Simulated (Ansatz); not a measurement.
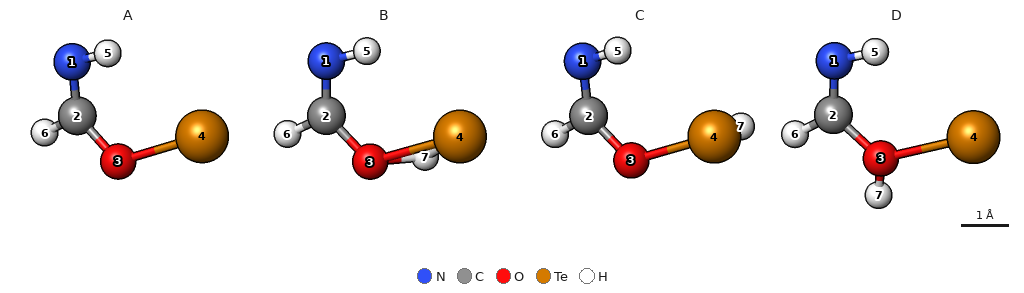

4 geometries from a converged minimum-energy path of CH₃NOTe, shuffled. A ball-and-stick model, seen at a tilt.

Computed with Ansatz 0.2.0, RKS PBE0-D4/def2-SVP. Settings: 7 movable images; climbing image; force threshold 0.03 eV/Å; iteration limit 60; starting path through a guess of the saddle point.

Which frame is the transition state?

B. In order along the path, whose images run from 0 to 8: C (image 2, +0.07 eV), A (image 3, +0.35 eV), B (image 5, +1.67 eV), D (image 8, +0.72 eV). A hydrogen atom shifts from one atom to another. Breaking: Te4–H7 (1.67 → 1.80 at the top → 2.83 Å). Forming: O3–H7 (2.71 → 1.33 at the top → 0.97 Å).

Cost: 2.6 min on 2 threads of Intel(R) Xeon(R) Platinum 8488C (Sapphire Rapids), on a shared host, peak memory 0.2 GiB.
